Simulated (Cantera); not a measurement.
Input: 1 mol Pb, 7.3 mol H2, 1.9 mol N2, at 13300 Pa.

Method: chemical equilibrium by Gibbs-energy minimisation in Cantera with the NASA 1993 tables (ideal gas, pure condensed phases). Candidate condensed phases: Pb; 11 gas species. Equilibrium is a limit: real reactors are often held back by kinetics, nucleation or transport.

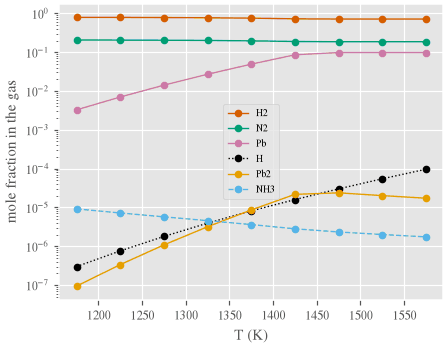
Figure. Equilibrium gas composition (values under 1e-9 drawn at 1e-9)

Question: Read off the mole fractions at 1425 K.

Answer: H2 about 0.73, N2 about 0.19, Pb about 0.086, Pb2 about 2.2e-5, H about 1.6e-5, NH3 about 2.8e-6.
